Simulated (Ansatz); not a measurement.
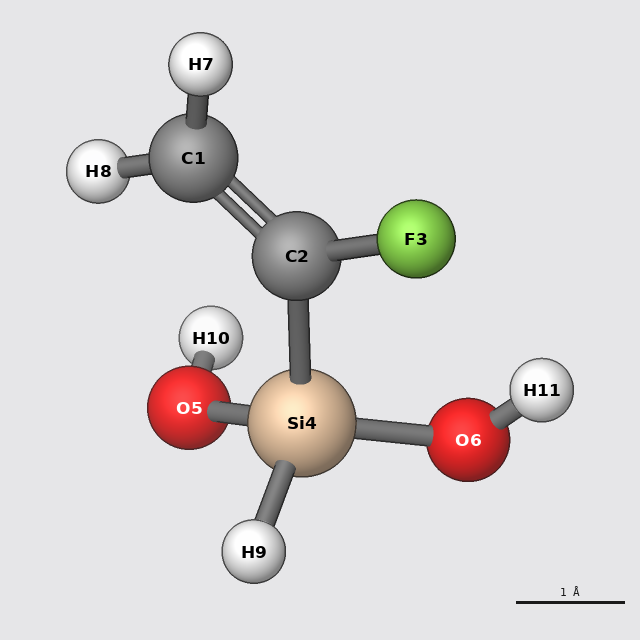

The computed structure is the end point of a PBE0-D4/def2-TZVP optimisation.

Which atoms are bonded, and how long are the bonds?

```json
{"bond": "C1–C2", "length (Å)": "1.322", "order": "double"}
{"bond": "C1–H7", "length (Å)": "1.084", "order": "single"}
{"bond": "C1–H8", "length (Å)": "1.082", "order": "single"}
{"bond": "C2–F3", "length (Å)": "1.363", "order": "single"}
{"bond": "C2–Si4", "length (Å)": "1.880", "order": "single"}
{"bond": "Si4–O5", "length (Å)": "1.632", "order": "single"}
{"bond": "Si4–O6", "length (Å)": "1.638", "order": "single"}
{"bond": "Si4–H9", "length (Å)": "1.476", "order": "single"}
{"bond": "O5–H10", "length (Å)": "0.959", "order": "single"}
{"bond": "O6–H11", "length (Å)": "0.959", "order": "single"}
```
